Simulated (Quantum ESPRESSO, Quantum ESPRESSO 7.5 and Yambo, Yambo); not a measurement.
## GaN (F-43m): G0W0 with Yambo, start to end

Aim: the G0W0 gap of GaN (F-43m) on PBE, step by step.

Main program and level: Quantum ESPRESSO 7.5 and Yambo 5.3.0; PBE and many-body steps on it, plane waves.

**What was measured.**

- Gap 3.23 eV: absorption onset (direct gap at Gamma) of unexcited film, from imaginary part of dielectric function; spectroscopic ellipsometry (steady-state reference of time-resolved measurement); 300 K; film on 3C-SiC/Si(001) (“Femtosecond pump-probe absorption edge spectroscopy of cubic GaN”, 2022, arxiv:2206.02223).

**1. Starting point**

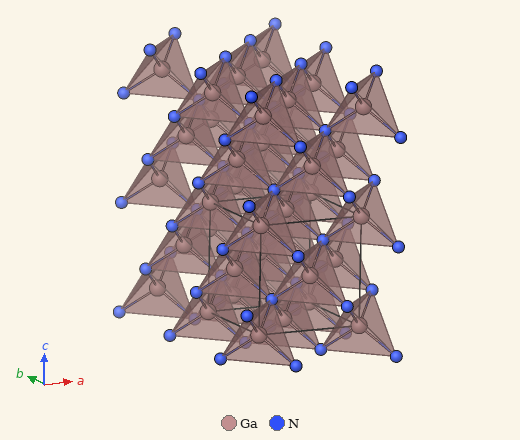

Start, viewed slightly off an axis; gallium pink, nitrogen blue. 1×2×2 cells are drawn. This picture shows the conventional cell, with its axes. Some periodic images of atoms are drawn too.

The cell and positions are those that the Materials Project relaxed with its own functionals (PBE, PBE+U or r2SCAN), kept fixed. This is not the form that GaN usually takes at ambient conditions.

**2. Ground state**

This step: Quantum ESPRESSO 7.5; DFT, PBE, plane waves, norm-conserving pseudopotentials.

The ground-state density comes first.

pw.in

```
&control
  calculation = 'scf'
  prefix = 'x'
  outdir = 'o'
  pseudo_dir = 'pseudo'
/
&system
  ibrav = 0
  nat = 2
  ntyp = 2
  ecutwfc = 104.0
  nbnd = 18
  force_symmorphic = .true.
/
&electrons
  conv_thr = 1e-10
  electron_maxstep = 80
  mixing_beta = 0.5
/
ATOMIC_SPECIES
  Ga 69.723 Ga.upf
  N 14.007 N.upf
CELL_PARAMETERS angstrom
  0.0000000000 2.2535006075 2.2535006075
  2.2535006075 0.0000000000 2.2535006075
  2.2535006075 2.2535006075 0.0000000000
ATOMIC_POSITIONS crystal
  Ga 0.0000000000 0.0000000000 0.0000000000
  N 0.7500000000 0.7500000000 0.7500000000
K_POINTS automatic
  8 8 8 0 0 0
```

Run with:

```bash
OMP_NUM_THREADS=1 mpirun -n 4 pw.x -nk 4 -in pw.in > pw.out
```

Log:

```text
Program PWSCF v.7.5 starts

     This program is part of the open-source Quantum ESPRESSO suite
     for quantum simulation of materials; please cite
         "P. Giannozzi et al., J. Phys.:Condens. Matter 21 395502 (2009);
         "P. Giannozzi et al., J. Phys.:Condens. Matter 29 465901 (2017);
         "P. Giannozzi et al., J. Chem. Phys. 152 154105 (2020);
     in publications or presentations arising from this work. More details at
     Message from routine setup:
     using ibrav=0 with symmetry is DISCOURAGED, use correct ibrav instead

     G-vector sticks info

     bravais-lattice index     =            0
     lattice parameter (alat)  =       6.0224  a.u.
     unit-cell volume          =     154.4542 (a.u.)^3
     number of atoms/cell      =            2
     number of atomic types    =            2
     number of electrons       =        26.00
     number of Kohn-Sham states=           18
     kinetic-energy cutoff     =     104.0000  Ry
     charge density cutoff     =     416.0000  Ry
     scf convergence threshold =      1.0E-10
     mixing beta               =       0.5000
     number of iterations used =            8  plain     mixing
     Exchange-correlation= PBE
                           (   1   4   3   4   0   0   0)

     celldm(1)=   6.022427  celldm(2)=   0.000000  celldm(3)=   0.000000
     celldm(4)=   0.000000  celldm(5)=   0.000000  celldm(6)=   0.000000

     crystal axes: (cart. coord. in units of alat)
               a(1) = (   0.000000   0.707107   0.707107 )
               a(2) = (   0.707107   0.000000   0.707107 )
               a(3) = (   0.707107   0.707107   0.000000 )

     reciprocal axes: (cart. coord. in units 2 pi/alat)
               b(1) = ( -0.707107  0.707107  0.707107 )
               b(2) = (  0.707107 -0.707107  0.707107 )
               b(3) = (  0.707107  0.707107 -0.707107 )
     Pseudo is Norm-conserving + core correction, Zval = 21.0
     Generated using ONCVPSP code by D. R. Hamann
     Using radial grid of 1902 points,  6 beta functions with:
     Pseudo is Norm-conserving + core correction, Zval =  5.0
     Generated using ONCVPSP code by D. R. Hamann
     Using radial grid of 1058 points,  4 beta functions with:
     Ga               21.00    69.72300     Ga( 1.00)
     N                 5.00    14.00700     N ( 1.00)

     24 Sym. Ops. (no inversion) found

   Cartesian axes

     site n.     atom                  positions (alat units)
         1        Ga     tau(   1) = (   0.0000000   0.0000000   0.0000000  )
         2        N      tau(   2) = (   1.0606602   1.0606602   1.0606602  )

     number of k points=    29
                       cart. coord. in units 2pi/alat
        k(    1) = (   0.0000000   0.0000000   0.0000000), wk =   0.0039062
        k(    2) = (   0.0883883   0.0883883  -0.0883883), wk =   0.0312500
        k(    3) = (   0.1767767   0.1767767  -0.1767767), wk =   0.0312500
        k(    4) = (   0.2651650   0.2651650  -0.2651650), wk =   0.0312500
        k(    5) = (  -0.3535534  -0.3535534   0.3535534), wk =   0.0156250
        k(    6) = (   0.1767767   0.0000000   0.0000000), wk =   0.0234375
        k(    7) = (   0.2651650   0.0883883  -0.0883883), wk =   0.0937500
        k(    8) = (   0.3535534   0.1767767  -0.1767767), wk =   0.0937500
        k(    9) = (  -0.2651650  -0.4419417   0.4419417), wk =   0.0937500
        k(   10) = (  -0.1767767  -0.3535534   0.3535534), wk =   0.0937500
     [... 17 further rows ...]
        k(   28) = (  -0.7071068   0.1767767  -0.0000000), wk =   0.0468750
        k(   29) = (  -0.7071068   0.3535534   0.0000000), wk =   0.0234375

     Dense  grid:    22219 G-vectors     FFT dimensions: (  40,  40,  40)

     Initial potential from superposition of free atoms

     starting charge      25.9973, renormalised to      26.0000
     Starting wfcs are   17 randomized atomic wfcs +    1 random wfcs

     per-process dynamical memory:    24.1 Mb

     Self-consistent Calculation

     iteration #  1     ecut=   104.00 Ry     beta= 0.50

     total energy              =    -517.30218095 Ry
     estimated scf accuracy    <       0.51778606 Ry

     iteration #  2     ecut=   104.00 Ry     beta= 0.50

     total energy              =    -517.45397122 Ry
     estimated scf accuracy    <       0.10391810 Ry

     iteration #  3     ecut=   104.00 Ry     beta= 0.50

     total energy              =    -517.47172361 Ry
     estimated scf accuracy    <       0.00317001 Ry

     iteration #  4     ecut=   104.00 Ry     beta= 0.50

     total energy              =    -517.47189104 Ry
     estimated scf accuracy    <       0.00022929 Ry

     iteration #  5     ecut=   104.00 Ry     beta= 0.50

     total energy              =    -517.47194267 Ry
     estimated scf accuracy    <       0.00001201 Ry

     iteration #  6     ecut=   104.00 Ry     beta= 0.50

     total energy              =    -517.47194386 Ry
     estimated scf accuracy    <       0.00000521 Ry

     iteration #  7     ecut=   104.00 Ry     beta= 0.50

     total energy              =    -517.47194448 Ry
     estimated scf accuracy    <       0.00000003 Ry

     iteration #  8     ecut=   104.00 Ry     beta= 0.50

     total energy              =    -517.47194449 Ry
     estimated scf accuracy    <       0.00000005 Ry

     iteration #  9     ecut=   104.00 Ry     beta= 0.50

     total energy              =    -517.47194449 Ry
     estimated scf accuracy    <          1.3E-09 Ry

     iteration # 10     ecut=   104.00 Ry     beta= 0.50

     total energy              =    -517.47194449 Ry
     estimated scf accuracy    <          2.1E-10 Ry

     iteration # 11     ecut=   104.00 Ry     beta= 0.50

     End of self-consistent calculation

          k = 0.0000 0.0000 0.0000 (  2733 PWs)   bands (ev):

  -130.4589 -81.1977 -81.1977 -81.1977  -4.2755  -1.8860  -1.8860  -1.8860
    -1.5761  -1.5761  11.6293  11.6293  11.6293  13.3821  21.9917  21.9917
    21.9917  29.2607

          k = 0.0884 0.0884-0.0884 (  2755 PWs)   bands (ev):

  -130.4589 -81.1980 -81.1978 -81.1978  -4.1100  -1.8657  -1.8657  -1.8192
    -1.5777  -1.5777  10.1105  11.4684  11.4684  14.5249  21.2757  22.2265
    22.2265  28.8497

          k = 0.1768 0.1768-0.1768 (  2764 PWs)   bands (ev):

  -130.4589 -81.1984 -81.1979 -81.1979  -3.7464  -1.8263  -1.8263  -1.5708
    -1.5708  -1.5072   7.7858  11.1118  11.1118  15.7170  20.4400  22.4403
    22.4403  27.6520

          k = 0.2652 0.2652-0.2652 (  2776 PWs)   bands (ev):

     [... further k-points ...]

     highest occupied, lowest unoccupied level (ev):    11.6293   13.3821

!    total energy              =    -517.47194449 Ry
     estimated scf accuracy    <          4.6E-12 Ry

     The total energy is the sum of the following terms:
     one-electron contribution =    -389.77875459 Ry
     hartree contribution      =     200.88747372 Ry
     xc contribution           =     -57.95100086 Ry
     ewald contribution        =    -270.62966277 Ry

     convergence has been achieved in  11 iterations

     XML data file, charge density, pseudopotentials, collected wavefunctions

=------------------------------------------------------------------------------=
   JOB DONE.
=------------------------------------------------------------------------------=
```

Elapsed: 7.3 s, on 4 MPI ranks of Arm Neoverse V1, shared host; peak memory 0.24 GiB.

Numbers from this step:

```yaml
total_energy: -7040.5645 eV
gap: 1.753 eV
k_of_the_valence_top: 0, 0, 0
k_of_the_conduction_bottom: 0, 0, 0
least_direct_gap: 1.753 eV
```

The gap is direct, at Γ.

**3. Bands along the symmetry lines**

The cheap functional maps the bands first; the places of the edges decide which points the dearer methods must see.

pw.in

```
&control
  calculation = 'bands'
  prefix = 'x'
  outdir = 'o'
  pseudo_dir = 'pseudo'
/
&system
  ibrav = 0
  nat = 2
  ntyp = 2
  ecutwfc = 104.0
  nbnd = 19
  force_symmorphic = .true.
/
&electrons
  conv_thr = 1e-9
  electron_maxstep = 80
  diago_full_acc = .true.
  diago_thr_init = 5e-6
/
ATOMIC_SPECIES
  Ga 69.723 Ga.upf
  N 14.007 N.upf
CELL_PARAMETERS angstrom
  0.0000000000 2.2535006075 2.2535006075
  2.2535006075 0.0000000000 2.2535006075
  2.2535006075 2.2535006075 0.0000000000
ATOMIC_POSITIONS crystal
  Ga 0.0000000000 0.0000000000 0.0000000000
  N 0.7500000000 0.7500000000 0.7500000000
K_POINTS crystal
  50
  0.00000000 0.00000000 0.00000000 1
  -0.06250000 -0.06250000 0.00000000 1
  -0.12500000 -0.12500000 0.00000000 1
  -0.18750000 -0.18750000 0.00000000 1
  -0.25000000 -0.25000000 0.00000000 1
  -0.31250000 -0.31250000 0.00000000 1
  -0.37500000 -0.37500000 0.00000000 1
  -0.43750000 -0.43750000 0.00000000 1
  -0.50000000 -0.50000000 0.00000000 1
  -0.48437500 -0.48437500 0.03125000 1
  -0.46875000 -0.46875000 0.06250000 1
  -0.45312500 -0.45312500 0.09375000 1
  -0.43750000 -0.43750000 0.12500000 1
  -0.42187500 -0.42187500 0.15625000 1
  -0.40625000 -0.40625000 0.18750000 1
  -0.39062500 -0.39062500 0.21875000 1
  -0.37500000 -0.37500000 0.25000000 1
  -0.37500000 0.00000000 0.37500000 1
  -0.32812500 0.00000000 0.32812500 1
  -0.28125000 0.00000000 0.28125000 1
  -0.23437500 0.00000000 0.23437500 1
  -0.18750000 0.00000000 0.18750000 1
  -0.14062500 0.00000000 0.14062500 1
  -0.09375000 0.00000000 0.09375000 1
  -0.04687500 0.00000000 0.04687500 1
  0.00000000 0.00000000 0.00000000 1
  0.00000000 0.00000000 0.06250000 1
  0.00000000 0.00000000 0.12500000 1
  0.00000000 0.00000000 0.18750000 1
  0.00000000 0.00000000 0.25000000 1
  0.00000000 0.00000000 0.31250000 1
  0.00000000 0.00000000 0.37500000 1
  0.00000000 0.00000000 0.43750000 1
  0.00000000 0.00000000 0.50000000 1
  -0.06250000 -0.03125000 0.46875000 1
  -0.12500000 -0.06250000 0.43750000 1
  -0.18750000 -0.09375000 0.40625000 1
  -0.25000000 -0.12500000 0.37500000 1
  -0.31250000 -0.15625000 0.34375000 1
  -0.37500000 -0.18750000 0.31250000 1
  -0.43750000 -0.21875000 0.28125000 1
  -0.50000000 -0.25000000 0.25000000 1
  -0.50000000 -0.28125000 0.21875000 1
  -0.50000000 -0.31250000 0.18750000 1
  -0.50000000 -0.34375000 0.15625000 1
  -0.50000000 -0.37500000 0.12500000 1
  -0.50000000 -0.40625000 0.09375000 1
  -0.50000000 -0.43750000 0.06250000 1
  -0.50000000 -0.46875000 0.03125000 1
  -0.50000000 -0.50000000 0.00000000 1
```

Log:

```text
[banner, memory and clock lines left out]
Program PWSCF v.7.5 starts

     Atomic positions and unit cell read from directory:
     o/x.save/

     Message from routine setup:
     using ibrav=0 with symmetry is DISCOURAGED, use correct ibrav instead

     G-vector sticks info

     bravais-lattice index     =            0
     lattice parameter (alat)  =       6.0224  a.u.
     unit-cell volume          =     154.4542 (a.u.)^3
     number of atoms/cell      =            2
     number of atomic types    =            2
     number of electrons       =        26.00
     number of Kohn-Sham states=           19
     kinetic-energy cutoff     =     104.0000  Ry
     charge density cutoff     =     416.0000  Ry
     Exchange-correlation= PBE
                           (   1   4   3   4   0   0   0)

     celldm(1)=   6.022427  celldm(2)=   0.000000  celldm(3)=   0.000000
     celldm(4)=   0.000000  celldm(5)=   0.000000  celldm(6)=   0.000000

     crystal axes: (cart. coord. in units of alat)
               a(1) = (   0.000000   0.707107   0.707107 )
               a(2) = (   0.707107   0.000000   0.707107 )
               a(3) = (   0.707107   0.707107   0.000000 )

     reciprocal axes: (cart. coord. in units 2 pi/alat)
               b(1) = ( -0.707107  0.707107  0.707107 )
               b(2) = (  0.707107 -0.707107  0.707107 )
               b(3) = (  0.707107  0.707107 -0.707107 )
     Pseudo is Norm-conserving + core correction, Zval = 21.0
     Generated using ONCVPSP code by D. R. Hamann
     Using radial grid of 1902 points,  6 beta functions with:
     Pseudo is Norm-conserving + core correction, Zval =  5.0
     Generated using ONCVPSP code by D. R. Hamann
     Using radial grid of 1058 points,  4 beta functions with:
     Ga               21.00    69.72300     Ga( 1.00)
     N                 5.00    14.00700     N ( 1.00)

     24 Sym. Ops. (no inversion) found

   Cartesian axes

     site n.     atom                  positions (alat units)
         1        Ga     tau(   1) = (   0.0000000   0.0000000   0.0000000  )
         2        N      tau(   2) = (   1.0606602   1.0606602   1.0606602  )

     number of k points=    50
                       cart. coord. in units 2pi/alat
        k(    1) = (   0.0000000   0.0000000   0.0000000), wk =   0.0400000
        k(    2) = (   0.0000000   0.0000000  -0.0883883), wk =   0.0400000
        k(    3) = (   0.0000000   0.0000000  -0.1767767), wk =   0.0400000
[...]
[... 38 further rows ...]
        k(   49) = (   0.0441942  -0.0000000  -0.7071068), wk =   0.0400000
        k(   50) = (   0.0000000   0.0000000  -0.7071068), wk =   0.0400000

     Dense  grid:    22219 G-vectors     FFT dimensions: (  40,  40,  40)

     The potential is recalculated from file :
     o/x.save/charge-density

     Starting wfcs are   17 randomized atomic wfcs +    2 random wfcs

     Band Structure Calculation

     End of band structure calculation

          k = 0.0000 0.0000 0.0000 (  2733 PWs)   bands (ev):

  -130.4589 -81.1977 -81.1977 -81.1977  -4.2755  -1.8859  -1.8859  -1.8859
    -1.5760  -1.5760  11.6293  11.6293  11.6293  13.3821  21.9917  21.9917
    21.9917  29.2607  30.4490

          k = 0.0000 0.0000-0.0884 (  2737 PWs)   bands (ev):

  -130.4589 -81.1977 -81.1977 -81.1977  -4.2176  -1.8758  -1.8758  -1.8719
[...]
22.1206  28.4048  29.9115

          k = 0.0000 0.0000-0.1768 (  2750 PWs)   bands (ev):

[...]
22.4817  26.2126  31.3175

          k =-0.0000 0.0000-0.2652 (  2754 PWs)   bands (ev):

[...]
k = 0.0000 0.0000-0.3536 (  2786 PWs)   bands (ev):

[...]
k = 0.0000-0.0000-0.4419 (  2766 PWs)   bands (ev):

[...]
k =-0.0000 0.0000-0.5303 (  2782 PWs)   bands (ev):

[...]
k = 0.0000-0.0000-0.6187 (  2770 PWs)   bands (ev):

[...]
k = 0.5303-0.0000-0.5303 (  2768 PWs)   bands (ev):

[...]
k = 0.0000 0.0000 0.0000 (  2733 PWs)   bands (ev):

[...]
k = 0.1326 0.0000-0.7071 (  2770 PWs)   bands (ev):

[...]
k = 0.0884-0.0000-0.7071 (  2774 PWs)   bands (ev):

[...]
k = 0.0442-0.0000-0.7071 (  2774 PWs)   bands (ev):

[...]
25.4643  25.6236  33.4304

          k = 0.0000 0.0000-0.7071 (  2778 PWs)   bands (ev):

  -130.4588 -81.1991 -81.1984 -81.1984  -3.2483  -1.8059  -1.5864  -1.5864
    -1.5005   0.1493   5.5189   8.9386   8.9386  15.0084  18.3286  23.3382
    25.5941  25.5941  33.3604

     XML data file, pseudopotentials, collected wavefunctions
```

The job ended after 3.2 s (4 MPI ranks; peak memory 0.2 GiB; 12 s of CPU time).

Numbers from this step:

```yaml
gap: 1.753 eV
k_of_the_valence_top: 0, 0, 0
k_of_the_conduction_bottom: 0, 0, 0
least_direct_gap: 1.753 eV
```

The gap is 1.753 eV, as in the run before at this level.

Electronic bands along the path, in eV, zero at the top of the highest filled band:

```
    point  band 10  band 11  band 12  band 13  band 14  band 15  band 16  band 17
        Γ   -13.21     0.00     0.00     0.00     1.75    10.36    10.36    10.36
        X   -11.48    -6.11    -2.69    -2.69     3.38     6.70    11.71    13.96
        U   -11.32    -5.85    -4.24    -2.16     5.02     7.88    11.08    12.86
jump to K   -11.32    -5.85    -4.24    -2.16     5.02     7.88    11.08    12.86
        Γ   -13.21     0.00     0.00     0.00     1.75    10.36    10.36    10.36
        L   -11.92    -7.02    -0.96    -0.96     4.67     8.73    10.40    10.40
        W   -11.20    -5.68    -3.68    -3.62     6.23     8.40    10.30    11.13
        X   -11.48    -6.11    -2.69    -2.69     3.38     6.70    11.71    13.96
```

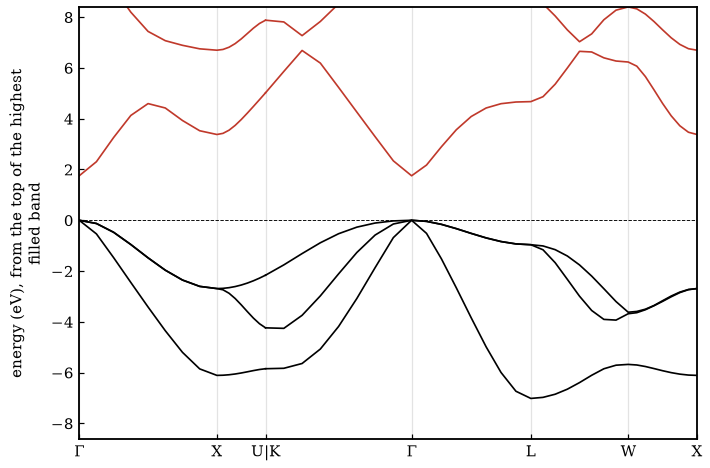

Electronic bands along the path; lines of filled and empty bands in two colours.

[end of part 1 of 3]

[Paths, hosts, dates, memory and timing lines, banners, echoed tables and standing remarks are left out of the program output.]

[Logs are printed without paths, hosts, clocks, repeated set-up lines and the standing remarks that a program may print on its own settings, such as how far it seeks lower states.]

[Runs of the session that timed out or met a known fault of the program may be left out.]

[Hosts, paths, dates, database ids (printed as entryN), source tags and the programs' standing remarks are cut or masked in the printed files.]
